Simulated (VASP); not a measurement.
Band structure of ZnF2 (rutile). Level of theory: RPBE GGA, VASP's PBE PAW potentials (set 64) (plane waves; VASP).

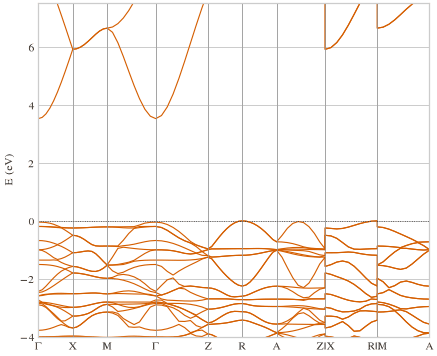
Bands along high-symmetry lines, zero at the valence-band maximum or, without a gap, the Fermi level

Question: Read the plot: is there a gap, and where are the band edges?

Answer: The gap is indirect, 3.53 eV, from the valence maximum at R to the conduction minimum at Γ. (Edges off the drawn lines would not show.)

Measured: gap 7.50 eV (computed value off by -3.97 eV), as given by Dominik Kurzydłowski et al., Inorganic Chemistry (2020), arXiv:1912.01850 [midpoint of the printed range].

The compound is ZnF2 in the rutile structure. It was relaxed first, which changed the volume by +12 %.
